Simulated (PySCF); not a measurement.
# Run report: TeF (charge +1), single-point calculation

System: TeF, charge +1, multiplicity 3.
Method: UHF/lanl2dz, mp2 (PySCF 2.14.0).

Some settings of this run were made unusual or wrong on purpose.

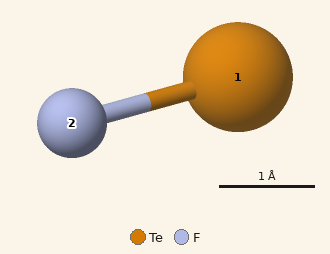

*The input geometry (ball-and-stick view, seen at a tilt; atoms are numbered from 1 in the order of the input).*

The input:
```python
from pyscf import gto, scf, mp

mol = gto.M(
    atom='Te 0 0 0; F 0 0 2.035',
    basis='lanl2dz',
    ecp={'Te': 'lanl2dz'},
    charge=1,
    spin=2,
    verbose=4,
)
mf = scf.UHF(mol)
mf.init_guess = 'core'
mf.kernel()
mp.MP2(mf, frozen=1).kernel()
mf.dip_moment()
print('orbital energies (hartree):', [e[max(0, n-3):n+3].round(4) for e, n in zip(mf.mo_energy, mol.nelec)])
```

Machine: 1 CPU thread, shared host.

Command:
```bash
OMP_NUM_THREADS=1 python input.py
```

What the program printed:
```
PySCF version 2.14.0

[INPUT] verbose = 4
[INPUT] num. atoms = 2
[INPUT] num. electrons = 14
[INPUT] charge = 1
[INPUT] spin (= nelec alpha-beta = 2S) = 2
[INPUT] symmetry False subgroup None
[INPUT] Mole.unit = angstrom
[INPUT] Symbol           X                Y                Z      unit          X                Y                Z       unit  Magmom
[INPUT]  1 Te     0.000000000000   0.000000000000   0.000000000000 AA    0.000000000000   0.000000000000   0.000000000000 Bohr   0.0
[INPUT]  2 F      0.000000000000   0.000000000000   2.035000000000 AA    0.000000000000   0.000000000000   3.845592663490 Bohr   0.0

nuclear repulsion = 14.0420488401376
number of shells = 9
number of NR pGTOs = 37
number of NR cGTOs = 17
basis = lanl2dz
ecp = {'Te': 'lanl2dz'}

******** <class 'pyscf.scf.uhf.UHF'> ********
method = UHF
initial guess = core
damping factor = 0
level_shift factor = 0
DIIS = <class 'pyscf.scf.diis.CDIIS'>
diis_start_cycle = 1
diis_space = 8
diis_damp = 0
SCF conv_tol = 1e-09
SCF conv_tol_grad = None
SCF max_cycles = 50
direct_scf = True
direct_scf_tol = 1e-13
number electrons alpha = 8  beta = 6
Set gradient conv threshold to 3.16228e-05
init E= -103.01752579542
  alpha nocc = 8  HOMO = -0.0564251750759086  LUMO = 0.0377048727072467
  beta  nocc = 6  HOMO = -0.427035345210495  LUMO = -0.056425175075912

WARN: HOMO -0.0564251750759086 >= LUMO -0.056425175075912

cycle= 1 E= -106.803360574364  delta_E= -3.79  |g|= 0.47  |ddm|= 2.22
  alpha nocc = 8  HOMO = -0.620589037959953  LUMO = -0.253693140932496
  beta  nocc = 6  HOMO = -0.642327948978915  LUMO = -0.375391321594316
  HOMO = -0.62058903796  LUMO = -0.375391321594  gap/eV = 6.67217
cycle= 2 E= -106.870006310772  delta_E= -0.0666  |g|= 0.471  |ddm|= 0.76
  alpha nocc = 8  HOMO = -0.727235530763112  LUMO = -0.263168601774625
  beta  nocc = 6  HOMO = -0.821842187682575  LUMO = -0.341718526096323
  HOMO = -0.727235530763  LUMO = -0.341718526096  gap/eV = 10.49045
cycle= 3 E= -106.951772221622  delta_E= -0.0818  |g|= 0.0406  |ddm|= 0.283
  alpha nocc = 8  HOMO = -0.716400543530275  LUMO = -0.228574752875655
  beta  nocc = 6  HOMO = -0.806685309042342  LUMO = -0.308381264038293
  HOMO = -0.71640054353  LUMO = -0.308381264038  gap/eV = 11.10277
cycle= 4 E= -106.954500982819  delta_E= -0.00273  |g|= 0.0166  |ddm|= 0.0851
  alpha nocc = 8  HOMO = -0.714721543920959  LUMO = -0.227230178924946
  beta  nocc = 6  HOMO = -0.806123067422574  LUMO = -0.304848897532531
  HOMO = -0.714721543921  LUMO = -0.304848897533  gap/eV = 11.15320
cycle= 5 E= -106.955272796497  delta_E= -0.000772  |g|= 0.0104  |ddm|= 0.0373
  alpha nocc = 8  HOMO = -0.714987050081185  LUMO = -0.227217633382613
  beta  nocc = 6  HOMO = -0.810303993339517  LUMO = -0.304007973400151
  HOMO = -0.714987050081  LUMO = -0.3040079734  gap/eV = 11.18331
cycle= 6 E= -106.955699792331  delta_E= -0.000427  |g|= 0.00924  |ddm|= 0.0279
  alpha nocc = 8  HOMO = -0.714204608101475  LUMO = -0.227697372156964
  beta  nocc = 6  HOMO = -0.815827450524393  LUMO = -0.30287373485727
  HOMO = -0.714204608101  LUMO = -0.302873734857  gap/eV = 11.19288
cycle= 7 E= -106.956185587262  delta_E= -0.000486  |g|= 0.0087  |ddm|= 0.0343
  alpha nocc = 8  HOMO = -0.71319631544293  LUMO = -0.227813383919175
  beta  nocc = 6  HOMO = -0.834410924472675  LUMO = -0.300266530137072
  HOMO = -0.713196315443  LUMO = -0.300266530137  gap/eV = 11.23639
cycle= 8 E= -106.957553935408  delta_E= -0.00137  |g|= 0.00763  |ddm|= 0.107
  alpha nocc = 8  HOMO = -0.709704456541455  LUMO = -0.223708184844837
  beta  nocc = 6  HOMO = -0.860871191372883  LUMO = -0.293494287393149
  HOMO = -0.709704456541  LUMO = -0.293494287393  gap/eV = 11.32566
cycle= 9 E= -106.958679437962  delta_E= -0.00113  |g|= 0.00682  |ddm|= 0.182
  alpha nocc = 8  HOMO = -0.710557090456616  LUMO = -0.230431704126691
  beta  nocc = 6  HOMO = -0.836351344222969  LUMO = -0.296811686666316
  HOMO = -0.710557090457  LUMO = -0.296811686666  gap/eV = 11.25859
cycle= 10 E= -106.957936507523  delta_E= 0.000743  |g|= 0.00887  |ddm|= 0.143
  alpha nocc = 8  HOMO = -0.708424034249144  LUMO = -0.224424509593595
  beta  nocc = 6  HOMO = -0.859483367667114  LUMO = -0.292008766419528
  HOMO = -0.708424034249  LUMO = -0.29200876642  gap/eV = 11.33124
cycle= 11 E= -106.95869753345  delta_E= -0.000761  |g|= 0.00217  |ddm|= 0.151
  alpha nocc = 8  HOMO = -0.708710390586259  LUMO = -0.226155102555552
  beta  nocc = 6  HOMO = -0.855211662312133  LUMO = -0.292882785564274
  HOMO = -0.708710390586  LUMO = -0.292882785564  gap/eV = 11.31525
cycle= 12 E= -106.958705052266  delta_E= -7.52e-06  |g|= 0.000999  |ddm|= 0.0279
  alpha nocc = 8  HOMO = -0.708409004114019  LUMO = -0.225348526626039
  beta  nocc = 6  HOMO = -0.857442857289223  LUMO = -0.292292412343376
  HOMO = -0.708409004114  LUMO = -0.292292412343  gap/eV = 11.32311
cycle= 13 E= -106.958712202389  delta_E= -7.15e-06  |g|= 0.000308  |ddm|= 0.0165
  alpha nocc = 8  HOMO = -0.708497745674341  LUMO = -0.225572065319975
  beta  nocc = 6  HOMO = -0.856855629902997  LUMO = -0.292467357318327
  HOMO = -0.708497745674  LUMO = -0.292467357318  gap/eV = 11.32076
cycle= 14 E= -106.958713041261  delta_E= -8.39e-07  |g|= 3.78e-05  |ddm|= 0.00439
  alpha nocc = 8  HOMO = -0.70849583470622  LUMO = -0.225548036812462
  beta  nocc = 6  HOMO = -0.856911366386772  LUMO = -0.292459235900875
  HOMO = -0.708495834706  LUMO = -0.292459235901  gap/eV = 11.32093
cycle= 15 E= -106.958713048715  delta_E= -7.45e-09  |g|= 8.39e-06  |ddm|= 0.000379
  alpha nocc = 8  HOMO = -0.708495340277963  LUMO = -0.225554342475284
  beta  nocc = 6  HOMO = -0.856896045919724  LUMO = -0.292460126210411
  HOMO = -0.708495340278  LUMO = -0.29246012621  gap/eV = 11.32089
cycle= 16 E= -106.958713048491  delta_E= 2.24e-10  |g|= 5.69e-06  |ddm|= 7.86e-05
  alpha nocc = 8  HOMO = -0.708496003910654  LUMO = -0.225552515436894
  beta  nocc = 6  HOMO = -0.856898865646938  LUMO = -0.29246064734171
  HOMO = -0.708496003911  LUMO = -0.292460647342  gap/eV = 11.32090
```

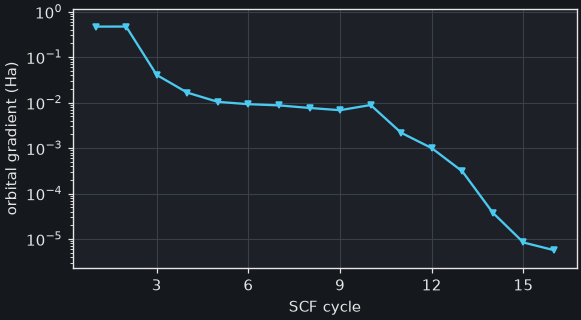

*Convergence of the self-consistent field: orbital gradient against the SCF cycle.*

The residual falls almost steadily, with no more than small rises.

```
Extra cycle  E= -106.958713048552  delta_E= -6.11e-11  |g|= 4.76e-06  |ddm|= 8.27e-06
converged SCF energy = -106.958713048552  <S^2> = 2.2183925  2S+1 = 3.1422237

******** <class 'pyscf.mp.ump2.UMP2'> ********
nocc = (np.int64(7), np.int64(5)), nmo = (16, 16)
frozen orbitals 1
E(UMP2) = -107.092199892917  E_corr = -0.1334868443653
E(SCS-UMP2) = -107.087779920942  E_corr = -0.129066872390191
E_corr(same-spin) = -0.0359046240555792
E_corr(oppo-spin) = -0.0975822203097205

WARN: System has nonzero charge 1; the dipole moment is origin-dependent.
Location of origin: [0. 0. 0.]

Dipole moment(X, Y, Z, Debye): -0.00000,  0.00000, -2.13049
orbital energies (hartree): [array([-0.7622, -0.7085, -0.7085, -0.2321,  0.1806,  0.1806]), array([-0.8958, -0.8958, -0.8569, -0.2925, -0.2925, -0.2256])]
```

What the run reported:

```json
{"quantity": "outcome", "value": "converged"}
{"quantity": "SCF energy", "value": "−106.958713 hartree"}
{"quantity": "⟨S²⟩", "value": "2.218"}
{"quantity": "wall time", "value": "0.62 s"}
```

What went wrong:

Some settings of this run were drawn to be unusual or wrong. It converged; results that depend on the unusual settings are not reference values. ⟨S²⟩ is 2.22 against 2.00 for a pure state: the solution is spin-contaminated.
